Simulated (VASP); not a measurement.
Band structure of SiO2 (rutile). Calculation: LDA (Ceperley-Alder, Perdew-Zunger), VASP's LDA PAW potentials (set 64) (plane waves; VASP).

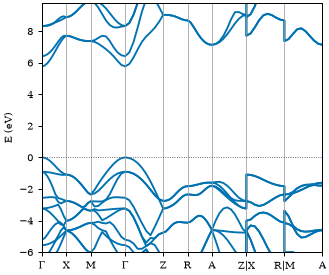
*Bands along high-symmetry lines, zero at the valence-band maximum or, without a gap, the Fermi level*

Problem. Read the plot: is there a gap, and where are the band edges?

Solution. The gap is direct, 5.76 eV, from the valence maximum at Γ to the conduction minimum at Γ. (Edges off the drawn lines would not show.)

The compound is SiO2 in the rutile structure, stishovite, a high-pressure form. It was relaxed first.
